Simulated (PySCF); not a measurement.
# C5H12BO2: the cost of one run

Programs: PySCF 2.14.0, with routines of our own; each step states its level. All values are computed. Atoms count from 0.

### 1 The starting structure

20 atoms, charge 0, multiplicity 2; geometry from: GFN2-xTB.

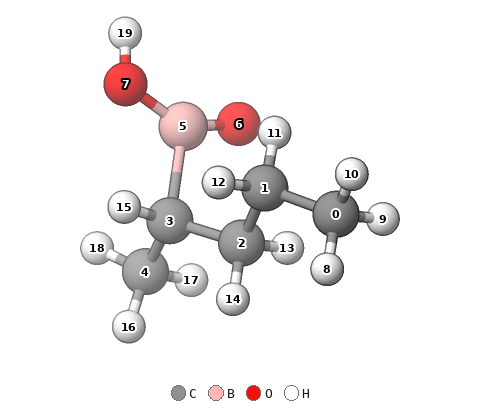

The starting geometry (carbon grey, boron pink, oxygen red, hydrogen white).

### 2 Open-shell or spin-flip excitations: unrestricted TDA CAM-B3LYP/def2-SVP

The job: settings as JSON, then the geometry in Å.

```
{"job": {"kind": "uabs", "xc": "CAM-B3LYP", "basis": "def2-SVP", "nstates": 10, "tda": true}, "charge": 0, "multiplicity": 2}
C      2.836473     0.088064    -0.083021
C      1.402305     0.575570     0.083498
C      0.445547    -0.575537     0.388269
C     -0.971726    -0.129485     0.611634
C     -1.963613    -1.223864     0.880591
B     -1.565460     0.729874    -0.908633
O     -1.456265     0.028226    -1.924567
O     -1.988757     1.943817    -0.469693
H      3.187486    -0.393432     0.827775
H      2.902297    -0.629447    -0.897545
H      3.498288     0.921301    -0.306710
H      1.074421     1.067887    -0.833262
H      1.356525     1.309401     0.891500
H      0.476655    -1.302528    -0.425449
H      0.785926    -1.086482     1.299200
H     -1.050655     0.700123     1.310906
H     -1.749415    -1.684863     1.848593
H     -1.904865    -1.991431     0.112950
H     -2.978071    -0.834026     0.912468
H     -2.342243     2.497509    -1.165774
```

Method: unrestricted TDA CAM-B3LYP/def2-SVP, vertical, gas phase, core orbitals frozen in the response.

Started as:

```sh
$ OMP_NUM_THREADS=1 python excited_run.py task.json out
```

One launch serves the whole session: the jobs run in the order shown.

Q: Estimate the wall time and peak memory of this first job on 1 thread of Arm Neoverse N1, shared host.

About 1.9 min, with a peak of 0.76 GiB.
